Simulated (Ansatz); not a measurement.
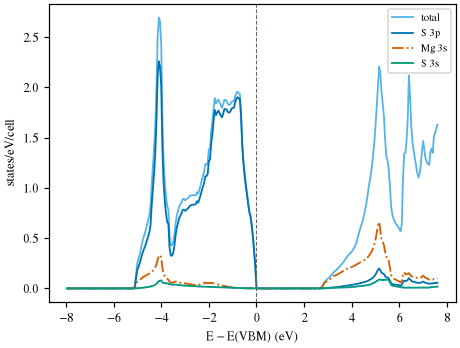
Figure: Total and projected density of states of MgS (rock salt, Fm-3m), LDA in the plane-wave PAW code Ansatz

Task: Which orbitals carry the states next to the gap?

Result: Top 1 eV of the valence band: S 3p 97 %. Bottom 1 eV of the conduction band: Mg 3s 74 %, S 3p 6 %, outside the projected shells 15 %. Projections are on Löwdin-orthogonalised atomic valence shells; empty p or d shells of many metals are not among them.

Task: Where is the tallest occupied peak in this window, and what makes it?

Result: Near -4.1 eV, about 2.7 states/eV per cell; the largest projected share is S 3p.

The LDA relaxation kept the symmetry of its start; phonons on a q-mesh show no instability.

Potentials: the later of the program's two PAW sets.
